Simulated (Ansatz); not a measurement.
**Geometry relaxation, with input and output: C$_{2}$H$_{8}$B (part 1 of 2)**

System: C$_{2}$H$_{8}$B, multiplicity 2.
Method: UKS B3LYP-D4/def2-SVP (Ansatz 0.2.0).

It belongs to a series of runs on one base structure; here: end point A relaxed.

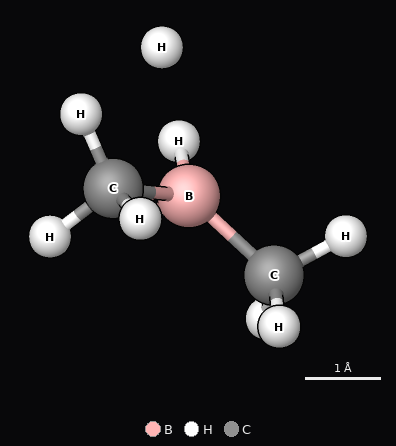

Fig. 1: The structure as given in the input (ball-and-stick view, seen at a tilt). Bond lengths as drawn: B–C 1.57 Å, B–H 1.20 Å and C–H 1.10 to 1.11 Å.

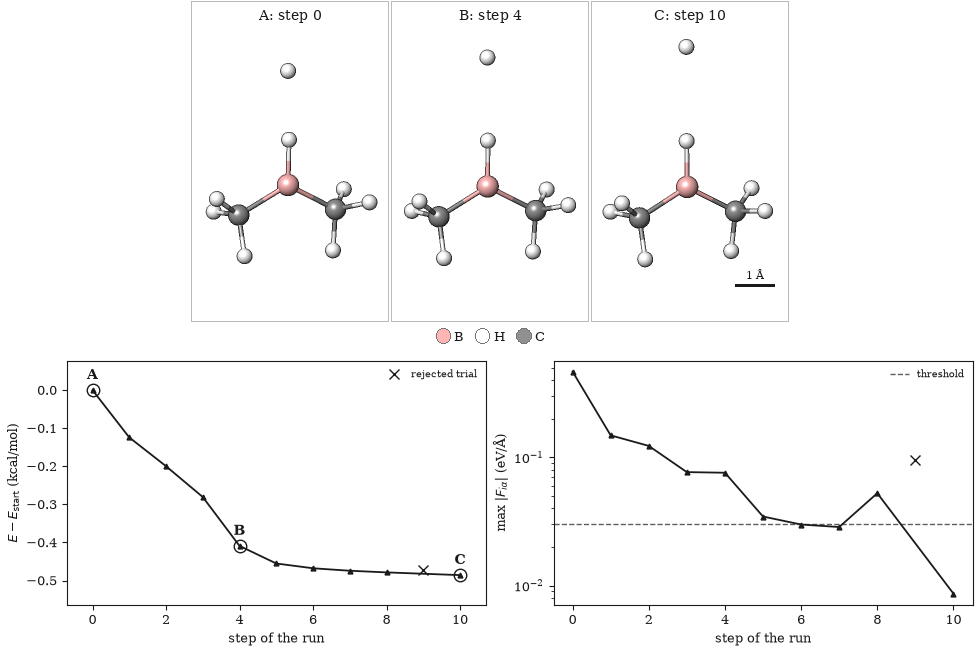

Fig. 2: Frames of the relaxation (ball-and-stick view, seen at a tilt) above the curves, on which the letters mark them (the first geometry is step 0 here and step 1 in the log).

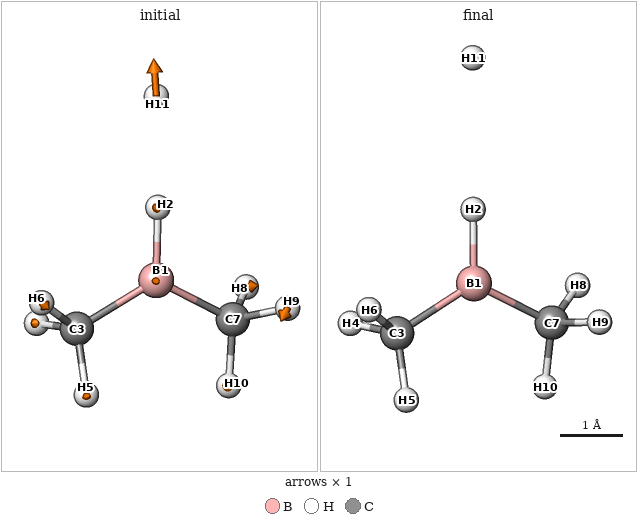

Fig. 3: Before (left) and after (right) the relaxation, at one scale (ball-and-stick view, seen at a tilt). The orange arrows give the displacements, at true length. After 10 geometry steps the energy has fallen by 0.49 kcal/mol. The largest force component goes from 0.47 to 0.0087 eV/Å. The line search rejected the trial step at point 9 (counted from 0) and went back. The atom that moves furthest after the best rigid fit is H11 (0.63 Å). Largest moves by element: H 0.63 Å, B 0.09 Å, C 0.08 Å. Among the contacts that change: B1–H2 1.204 → 1.216 Å. Among the angles that change: B1–C7–H9 108.9° → 105.6°, B1–C7–H8 110.0° → 113.2°. (Atoms are counted from 1 in the order of the input.)

The input and output of the run follow.

### Input
```yaml
crystal:
  periodic: [false, false, false]
  atoms:
    - { symbol: B, position_ang: [-0.001079, 0.030192, -0.097559] }
    - { symbol: H, position_ang: [-0.035867, -0.040865, 1.10396] }
    - { symbol: C, position_ang: [1.393198, 0.065142, -0.808938] }
    - { symbol: H, position_ang: [1.6734, -1.004698, -0.92709] }
    - { symbol: H, position_ang: [1.376555, 0.490555, -1.825917] }
    - { symbol: H, position_ang: [2.205837, 0.522651, -0.223043] }
    - { symbol: C, position_ang: [-1.375975, -0.005287, -0.85089] }
    - { symbol: H, position_ang: [-1.957691, -0.892713, -0.537091] }
    - { symbol: H, position_ang: [-1.989055, 0.855062, -0.519397] }
    - { symbol: H, position_ang: [-1.318206, 0.011412, -1.950361] }
    - { symbol: H, position_ang: [0.028881, -0.031552, 2.964826] }
magnetization:
  spin_polarized: true
  initial_magnetization: 1
basis:
  gaussian: { orbitals: def2-SVP }
hamiltonian:
  xc: b3lyp
  dispersion: d4
relax:
  f_tol: 0.03
  max_steps: 50
```

Launched with:
```bash
ansatz run input.yaml --threads 2 --pin off --max-ram 3072MiB --backend cpu --events-out ev --progress --plain --runs-dir out
```

### What the program printed
```
The last accepted step is kept in [file] (removed where the run ends without a failure and the disk answers)
Engine: ansatz 0.2.0, aarch64-unknown-linux-gnu
Functional definition: B3LYP
  parameter a0 = 0.2
  parameter ax = 0.72
  parameter ac = 0.81
  exchange = (1 - a0 - ax)*slater_x + ax*b88_x + a0*exact_x
  correlation = (1 - ac)*vwn_rpa_c + ac*lyp_c
929 factors; integrals over basis functions are off by at most 4.7e-4 eV
mean field evaluation 1: about -2867.9442 eV, gradient 4.1e1 eV
mean field evaluation 2: about -2864.5580 eV, gradient 4.6e1 eV
mean field evaluation 4: about -2876.3110 eV, gradient 8.7e-1 eV
mean field evaluation 8: about -2876.3338 eV, gradient 1.4e-2 eV
mean field -2876.33383000 eV, -105.7033186035 hartree, gradient 6.4e-5 eV, S^2 0.750992; 0 other end points of the search recorded, 0 dependent functions left out
the calculation of the forces begins
reference -2876.33409347 eV, -105.7033282859 hartree; 13, 12 occupied and 69, 70 virtual orbitals, 929 factors
relax step   1: F+E_penalty+E_count = -2876.54842463 eV  Δ(F+E_penalty+E_count) = +0.000e0 eV  max|allowed force component| = 4.663e-1 eV/Å  Δτ_max = 0.0000 Å  (25 SCF iters, accepted)
these checks for a lower state are left out or cut short: starts, cluster_reference, orbital_swaps, neighbouring_geometries, increment
929 factors; integrals over basis functions are off by at most 5.0e-4 eV
mean field evaluation 16: about -2876.3187 eV, gradient 6.2e-1 eV
mean field -2876.33984185 eV, -105.7035395348 hartree, gradient 5.6e-6 eV, S^2 0.750965; 0 other end points of the search recorded, 0 dependent functions left out
the calculation of the forces begins
reference -2876.34010568 eV, -105.7035492306 hartree; 13, 12 occupied and 69, 70 virtual orbitals, 929 factors
relax step   2: F+E_penalty+E_count = -2876.55381305 eV  Δ(F+E_penalty+E_count) = -5.388e-3 eV  max|allowed force component| = 1.485e-1 eV/Å  Δτ_max = 0.0311 Å  (30 SCF iters, accepted)
these checks for a lower state are left out or cut short: starts, cluster_reference, orbital_swaps, neighbouring_geometries, increment
929 factors; integrals over basis functions are off by at most 5.2e-4 eV
mean field -2876.34406643 eV, -105.7036947853 hartree, gradient 2.3e-5 eV, S^2 0.750865; 0 other end points of the search recorded, 0 dependent functions left out
the calculation of the forces begins
reference -2876.34433097 eV, -105.7037045070 hartree; 13, 12 occupied and 69, 70 virtual orbitals, 929 factors
relax step   3: F+E_penalty+E_count = -2876.55708882 eV  Δ(F+E_penalty+E_count) = -3.276e-3 eV  max|allowed force component| = 1.228e-1 eV/Å  Δτ_max = 0.0507 Å  (24 SCF iters, accepted)
these checks for a lower state are left out or cut short: starts, cluster_reference, orbital_swaps, neighbouring_geometries, increment
929 factors; integrals over basis functions are off by at most 5.1e-4 eV
mean field evaluation 32: about -2876.3492 eV, gradient 3.3e-5 eV
mean field -2876.34917903 eV, -105.7038826698 hartree, gradient 6.3e-6 eV, S^2 0.750667; 0 other end points of the search recorded, 0 dependent functions left out
the calculation of the forces begins
reference -2876.34944450 eV, -105.7038924257 hartree; 13, 12 occupied and 69, 70 virtual orbitals, 929 factors
relax step   4: F+E_penalty+E_count = -2876.56059895 eV  Δ(F+E_penalty+E_count) = -3.510e-3 eV  max|allowed force component| = 7.671e-2 eV/Å  Δτ_max = 0.0765 Å  (28 SCF iters, accepted)
these checks for a lower state are left out or cut short: starts, cluster_reference, orbital_swaps, neighbouring_geometries, increment
929 factors; integrals over basis functions are off by at most 5.0e-4 eV
mean field -2876.35790807 eV, -105.7042034562 hartree, gradient 1.3e-5 eV, S^2 0.750340; 0 other end points of the search recorded, 0 dependent functions left out
the calculation of the forces begins
reference -2876.35817580 eV, -105.7042132949 hartree; 13, 12 occupied and 69, 70 virtual orbitals, 929 factors
relax step   5: F+E_penalty+E_count = -2876.56616579 eV  Δ(F+E_penalty+E_count) = -5.567e-3 eV  max|allowed force component| = 7.586e-2 eV/Å  Δτ_max = 0.1962 Å  (29 SCF iters, accepted)
these checks for a lower state are left out or cut short: starts, cluster_reference, orbital_swaps, neighbouring_geometries, increment
929 factors; integrals over basis functions are off by at most 5.0e-4 eV
mean field -2876.36212731 eV, -105.7043585104 hartree, gradient 7.2e-6 eV, S^2 0.750203; 0 other end points of the search recorded, 0 dependent functions left out
the calculation of the forces begins
reference -2876.36239711 eV, -105.7043684253 hartree; 13, 12 occupied and 69, 70 virtual orbitals, 929 factors
relax step   6: F+E_penalty+E_count = -2876.56817022 eV  Δ(F+E_penalty+E_count) = -2.004e-3 eV  max|allowed force component| = 3.455e-2 eV/Å  Δτ_max = 0.1535 Å  (28 SCF iters, accepted)
these checks for a lower state are left out or cut short: starts, cluster_reference, orbital_swaps, neighbouring_geometries, increment
929 factors; integrals over basis functions are off by at most 5.0e-4 eV
mean field -2876.36365391 eV, -105.7044146120 hartree, gradient 6.0e-6 eV, S^2 0.750156; 0 other end points of the search recorded, 0 dependent functions left out
the calculation of the forces begins
reference -2876.36392488 eV, -105.7044245697 hartree; 13, 12 occupied and 69, 70 virtual orbitals, 929 factors
relax step   7: F+E_penalty+E_count = -2876.56871385 eV  Δ(F+E_penalty+E_count) = -5.436e-4 eV  max|allowed force component| = 2.993e-2 eV/Å  Δτ_max = 0.0801 Å  (27 SCF iters, accepted)
these checks for a lower state are left out or cut short: starts, cluster_reference, orbital_swaps, neighbouring_geometries, increment
929 factors; integrals over basis functions are off by at most 5.0e-4 eV
mean field -2876.36443043 eV, -105.7044431484 hartree, gradient 5.9e-6 eV, S^2 0.750135; 0 other end points of the search recorded, 0 dependent functions left out
the calculation of the forces begins
reference -2876.36470211 eV, -105.7044531323 hartree; 13, 12 occupied and 69, 70 virtual orbitals, 929 factors
relax step   8: F+E_penalty+E_count = -2876.56899606 eV  Δ(F+E_penalty+E_count) = -2.822e-4 eV  max|allowed force component| = 2.862e-2 eV/Å  Δτ_max = 0.0442 Å  (27 SCF iters, accepted)
these checks for a lower state are left out or cut short: starts, cluster_reference, orbital_swaps, neighbouring_geometries, increment
929 factors; integrals over basis functions are off by at most 4.9e-4 eV
mean field evaluation 64: about -2876.3394 eV, gradient 9.1e-1 eV
mean field -2876.36467330 eV, -105.7044520739 hartree, gradient 8.9e-5 eV, S^2 0.750128; 0 other end points of the search recorded, 0 dependent functions left out
the calculation of the forces begins
reference -2876.36494502 eV, -105.7044620594 hartree; 13, 12 occupied and 69, 70 virtual orbitals, 929 factors
relax step   9: F+E_penalty+E_count = -2876.56918390 eV  Δ(F+E_penalty+E_count) = -1.878e-4 eV  max|allowed force component| = 5.251e-2 eV/Å  Δτ_max = 0.0419 Å  (24 SCF iters, accepted)
these checks for a lower state are left out or cut short: starts, cluster_reference, orbital_swaps, neighbouring_geometries, increment
929 factors; integrals over basis functions are off by at most 4.9e-4 eV
mean field -2876.36411813 eV, -105.7044316715 hartree, gradient 5.7e-6 eV, S^2 0.750134; 0 other end points of the search recorded, 0 dependent functions left out
the calculation of the forces begins
reference -2876.36438926 eV, -105.7044416356 hartree; 13, 12 occupied and 69, 70 virtual orbitals, 929 factors
relax step  10: F+E_penalty+E_count = -2876.56890148 eV  Δ(F+E_penalty+E_count) = +2.824e-4 eV  max|allowed force component| = 9.581e-2 eV/Å  Δτ_max = 0.0377 Å  (29 SCF iters, rejected (line search))
these checks for a lower state are left out or cut short: starts, cluster_reference, orbital_swaps, neighbouring_geometries, increment
929 factors; integrals over basis functions are off by at most 4.9e-4 eV
mean field -2876.36470563 eV, -105.7044532618 hartree, gradient 1.6e-5 eV, S^2 0.750137; 0 other end points of the search recorded, 0 dependent functions left out
the calculation of the forces begins
reference -2876.36497688 eV, -105.7044632300 hartree; 13, 12 occupied and 69, 70 virtual orbitals, 929 factors
```
